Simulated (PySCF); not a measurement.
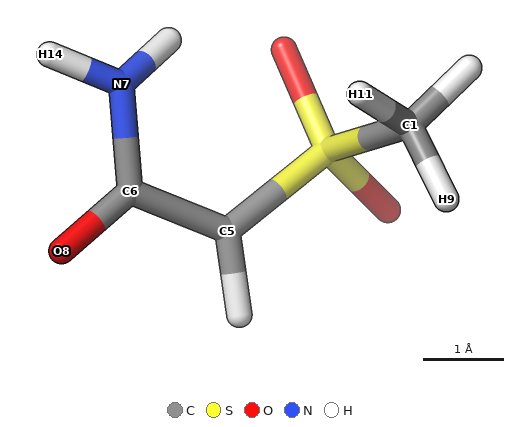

The structure (stick view, seen at a tilt; atoms are numbered from 1 in the order of the input).

# EPR calculation, with input and output: C3H6NO3S

System: C3H6NO3S, multiplicity 2, SMILES CS(=O)(=O)[CH]C(N)=O.
Method: UKS B3LYP, pcH-1 on C H N O S, non-relativistic, mean-field spin-orbit, GIAO (PySCF 2.14.0).

It belongs to a series of runs on one base structure; here: H removed from sp3 C.

### Output
```
UKS, coarse grid
  cycle   1  E = -796.03097249  |g| = 1.10e+00
  cycle   2  E = -793.20864446  |g| = 2.79e+00
  cycle   3  E = -796.36396330  |g| = 4.65e-01
  cycle   4  E = -796.44554815  |g| = 2.10e-01
  cycle   5  E = -796.45653399  |g| = 1.03e-01
  cycle   6  E = -796.46115933  |g| = 2.13e-02
  cycle   7  E = -796.46137993  |g| = 9.45e-03
  cycle   8  E = -796.46143503  |g| = 4.25e-03
  cycle   9  E = -796.46145464  |g| = 2.03e-03
  cycle  10  E = -796.46146187  |g| = 1.29e-03
  cycle  11  E = -796.46146237  |g| = 9.19e-04
UKS, final grid
  cycle   1  E = -796.46133288  |g| = 1.94e-03
  cycle   2  E = -796.46132718  |g| = 4.46e-03
  cycle   3  E = -796.46133432  |g| = 2.56e-04
  cycle   4  E = -796.46133435  |g| = 1.32e-04
  cycle   5  E = -796.46133437  |g| = 7.31e-05
  cycle   6  E = -796.46133438  |g| = 1.91e-05
E = -796.46133438 Eh   <S^2> = 0.7567 (exact 0.7500)
g shifts (ppm)      1          2          3
  rmc          -168       -168       -168
  gc             -5         38         37
  oz_so           5        810       3277
  total        -168        679       3146
hyperfine (MHz)  atom isotope    a_iso     a_fc   dipolar eigenvalues
    0   13C      12.48      12.49     -2.69     -2.42      5.11
    1   33S     -11.24     -11.28     -1.67      0.34      1.33
    2   17O      -0.82      -0.80     -4.51      1.95      2.57
    3   17O      -1.72      -1.70     -5.14      1.98      3.16
    4   13C      88.58      88.79    -74.08    -72.42    146.49
    5   13C     -35.77     -35.81    -10.98      3.32      7.66
    6   14N       0.85       0.83     -2.48     -1.82      4.30
    7   17O      -9.68      -9.29    -46.87     22.56     24.31
    8    1H       1.24       1.24     -3.45     -1.93      5.37
    9    1H      30.41      30.40     -2.21     -1.07      3.28
   10    1H       3.77       3.77     -3.83     -1.93      5.76
   11    1H     -58.58     -58.56    -33.66     -2.47     36.13
   12    1H      -3.52      -3.53     -4.05     -0.92      4.97
   13    1H      -4.31      -4.33     -3.35     -2.30      5.64
```

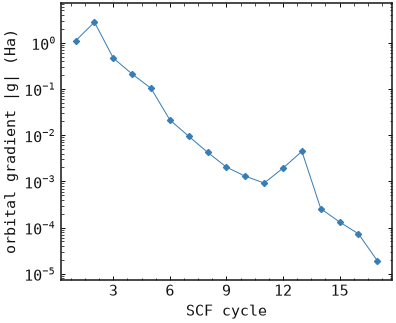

Convergence of the self-consistent field: orbital gradient |g| against the SCF cycle. All cycles printed in the log are drawn one after another.

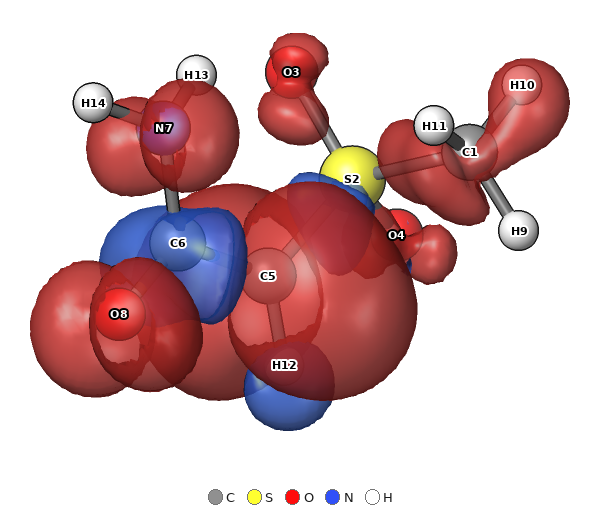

Isosurfaces of the spin density at +0.006 (red) and −0.006 e/Å³ (blue), seen at a tilt. The unpaired spin (1 electron) lies mostly on C5 (about 0.6) and O8 (about 0.1), in electrons by Hirshfeld's partition.

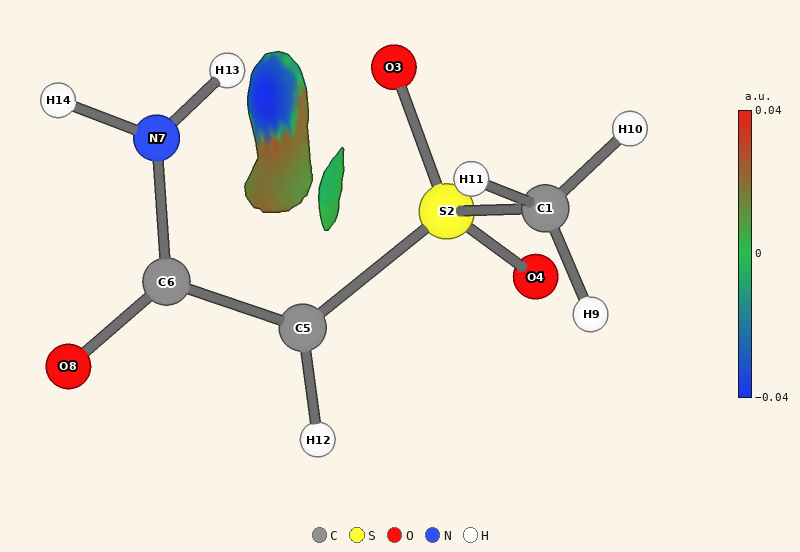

Non-covalent interaction (NCI) plot: the surface where the reduced density gradient is 0.6, for densities under 0.05 a.u., coloured by sign(λ₂)ρ; seen at a tilt. H13···O3 (1.8 Å): a hydrogen bond (blue, attractive); between H11 and C1 on one side and N7 and C6 on the other: a weak, van der Waals-like contact (green).

This output came from the following input.

### Input file
```
{"job": {"kind": "epr", "basis": "pcH-1"}, "charge": 0, "multiplicity": 2}
C     -1.864242     0.556123     0.301647
S     -0.681148    -0.431330     1.267910
O      0.056408     0.477947     2.114977
O     -1.384877    -1.510567     1.892560
C      0.361315    -1.060736    -0.009426
C      1.548233    -0.402959    -0.498843
N      1.801013     0.817238     0.051025
O      2.260316    -0.908990    -1.355290
H     -2.460636    -0.122172    -0.293401
H     -2.485627     1.093130     1.008245
H     -1.306730     1.245236    -0.319242
H      0.104804    -2.031640    -0.394968
H      1.354638     1.047311     0.933104
H      2.695854     1.230937    -0.160415
```

The first line tells a small driver script what to run in PySCF; the rest is the geometry in Å.

Run as:
```bash
OMP_NUM_THREADS=1 python <driver script> task.json out
```

### Results in brief

| quantity | value |
| --- | --- |
| outcome | converged |
| total energy | −796.461334 hartree |
| ⟨S²⟩ | 0.757 |
| isotropic g | 2.0035 |
| hardware | 1 CPU thread, shared host |
| wall time | 98 s |
| peak memory | 1.1 GiB |
